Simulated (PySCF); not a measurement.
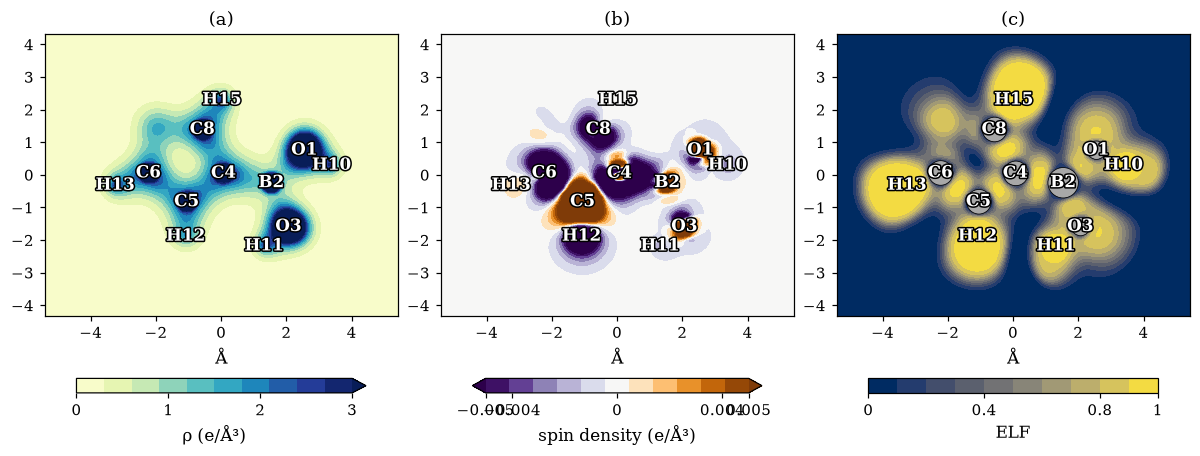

The picture shows: C₆H₇BO₂ (charge −1, doublet). (a) total electron density; (b) spin density (α minus β); (c) ELF on the plane of atoms B2, C4 and C8. Grey discs cover the atomic cores in the ELF map.

Geometry: GFN2-xTB.

Level of theory: PySCF, UKS B3LYP, pcH-1 on B C H O, non-relativistic, mean-field spin-orbit, GIAO.

| atom | x (Å) | y (Å) | z (Å) |
| --- | --- | --- | --- |
| O | -2.9432 | 0.2339 | 0.0441 |
| B | -1.8182 | -0.4745 | 0.5653 |
| O | -2.1990 | -1.5211 | 1.4879 |
| C | -0.4101 | -0.1849 | 0.2140 |
| C | 0.8095 | -0.7882 | 0.6447 |
| C | 1.8719 | -0.0871 | -0.0875 |
| C | 1.4642 | 1.3601 | -0.3032 |
| C | 0.0872 | 0.8767 | -0.7140 |
| C | 1.3457 | 0.4265 | -1.4312 |
| H | -3.7205 | -0.1568 | 0.4406 |
| H | -1.3932 | -1.9323 | 1.7914 |
| H | 0.9475 | -1.7281 | 1.1555 |
| H | 2.9256 | -0.3445 | 0.0179 |
| H | 1.9339 | 2.3211 | -0.1870 |
| H | -0.6068 | 1.5533 | -1.2019 |
| H | 1.6978 | 0.4549 | -2.4480 |

Read the bonding off the picture.

The section cuts through O, B, C and H sites.
C–C (1.43 Å): ρ at the midpoint is about 1.9 e/Å³; the ELF peaks at about 0.95 between the atoms, as expected for a covalent bond.
B–O (1.43 Å): ρ is about 1.8 e/Å³ halfway; the ELF peaks at about 0.90 between the atoms: a polar covalent bond.
C–B (1.48 Å): the density is about 1.6 e/Å³ at the midpoint; the ELF peaks at about 0.95 between the atoms: localised, covalent bonding.
O–H (0.95 Å): the density is about 3.7 e/Å³ at the midpoint; the ELF climbs to about 1 towards the hydrogen, as it does in any bond to H: a covalent bond by its length.
C–C (1.47 Å): the density is about 1.8 e/Å³ at the midpoint; the ELF peaks at about 0.95 between the atoms (localised, covalent bonding).
The ELF also peaks beside O3 and O1, away from the bonds: non-bonding electrons, paired or unpaired.
The unpaired spin (1 electron) lies mostly on C5 (about 0.4), C4 (about 0.2) and B2 (about 0.2), in electrons by Hirshfeld's partition.
